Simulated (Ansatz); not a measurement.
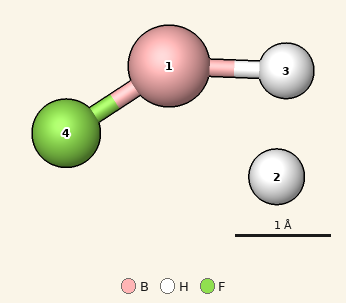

The structure (ball-and-stick view, seen on its broad side; atoms are numbered from 1 in the order of the input). Bond lengths as drawn: B–F 1.29 Å and B–H 1.23 Å.

# Phonon calculation of BH2F

BH2F, computed with RKS PBE0-D4/def2-SVP (Ansatz 0.2.0).

It belongs to a series of runs on one base structure; here: vibrations at the highest image of the band. Figures and captions count atoms from 1; the log counts them from 0 in places.

Input:
```yaml
crystal:
  periodic: [false, false, false]
  atoms:
    - { symbol: B, position_ang: [0.236285, -0.00332, -0.417636] }
    - { symbol: H, position_ang: [0.638217, 0.005165, 1.156817] }
    - { symbol: H, position_ang: [1.279955, -0.002442, 0.238972] }
    - { symbol: F, position_ang: [-1.054559, 0.000597, -0.343052] }
basis:
  gaussian: { orbitals: def2-SVP }
hamiltonian:
  xc: pbe0
  dispersion: d4
phonons: {}
```

Run on 1 thread of Intel Xeon (Granite Rapids), 64 GiB of memory available, shared host.

Launched with:
```bash
ansatz run input.yaml --threads 1 --pin off --max-ram 2048MiB --backend cpu --events-out ev --progress --plain --runs-dir out
```

Output:
```
Engine: ansatz 0.2.0, x86_64-unknown-linux-gnu
Functional definition: PBE0
  parameter a = 0.25
  parameter kappa = 0.804
  parameter beta = 0.06672455060314922
  exchange = (1 - a)*pbe_x(kappa = kappa, mu = beta*pi^2/3) + a*exact_x
  correlation = pbe_c(beta = beta)
416 factors; integrals over basis functions are off by at most 3.5e-4 eV
mean field evaluation 1: about -3415.3514 eV, gradient 1.9e1 eV
mean field evaluation 2: about -3414.9102 eV, gradient 2.7e1 eV
mean field evaluation 4: about -3415.9480 eV, gradient 3.1e-1 eV
mean field evaluation 8: about -3415.9491 eV, gradient 5.3e-2 eV
mean field -3415.94907959 eV, -125.5338132615 hartree, gradient 1.8e-5 eV, S^2 0.000000; 0 other end points of the search recorded, 0 dependent functions left out
the calculation of the forces begins
reference -3415.94909929 eV, -125.5338139854 hartree; 8, 8 occupied and 30, 30 virtual orbitals, 416 factors
these checks for a lower state are left out or cut short: stability, starts, cluster_reference, orbital_swaps, neighbouring_geometries, increment
416 factors; integrals over basis functions are off by at most 3.5e-4 eV
mean field evaluation 16: about -3415.9488 eV, gradient 2.0e-1 eV
mean field -3415.94890553 eV, -125.5338068649 hartree, gradient 1.4e-6 eV, S^2 0.000000; 0 other end points of the search recorded, 0 dependent functions left out
[... from here on the field's lines of each further geometry are left out, up to the last ...]
the calculation of the forces begins
reference -3415.94908845 eV, -125.5338135871 hartree; 8, 8 occupied and 30, 30 virtual orbitals, 416 factors
these checks for a lower state are left out or cut short: stability, starts, cluster_reference, orbital_swaps, neighbouring_geometries, increment
416 factors; integrals over basis functions are off by at most 3.5e-4 eV
mean field -3415.94907692 eV, -125.5338131635 hartree, gradient 1.9e-6 eV, S^2 0.000000; 0 other end points of the search recorded, 0 dependent functions left out
the calculation of the forces begins
reference -3415.94909662 eV, -125.5338138874 hartree; 8, 8 occupied and 30, 30 virtual orbitals, 416 factors
WARN: phonons: modes at or below zero, which the zero-point energy, F, S and C_V leave out: 1, the lowest at -1549.50 cm⁻¹. A minimum has none, and a first-order saddle one
Total energy: -3415.97374894 eV, -125.5347198435 hartree
Atom 0 at     0.236285    -0.003320    -0.417636 Å, force     0.007473    -0.000783     0.000239 eV/Å
Atom 1 at     0.638217     0.005165     1.156817 Å, force     0.002236    -0.000238     0.007873 eV/Å
Atom 2 at     1.279955    -0.002442     0.238972 Å, force    -0.007675     0.000607    -0.006556 eV/Å
Atom 3 at    -1.054559     0.000597    -0.343052 Å, force    -0.002035     0.000413    -0.001556 eV/Å
Dipole moment:     0.021801     0.000584     0.100773 e Å
Vibrations: -1549.50 795.04 861.87 1294.07 1533.84 2621.38 cm⁻¹, zero-point energy 0.440528 eV
```

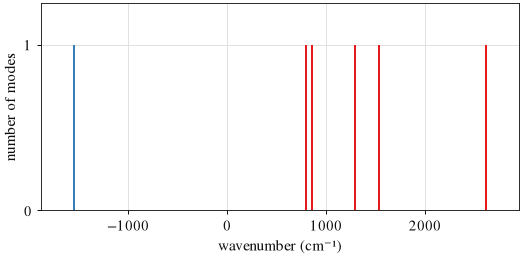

Harmonic vibrational wavenumbers from the force constants; neighbouring modes closer than 19 cm⁻¹ are counted in one stick, and imaginary ones are drawn at negative wavenumbers. 6 modes from 1549i to 2621 cm⁻¹, 1 imaginary beyond 8i (1549i cm⁻¹): a first-order saddle point, if the geometry is stationary.

Summary:

```tsv
quantity	value
outcome	converged
total energy	−3415.9737 eV
mean-field energy	−3415.9491 eV
largest force (length of the vector)	0.010 eV/Å
wall time	4.9 s
peak memory	0.096 GiB
```
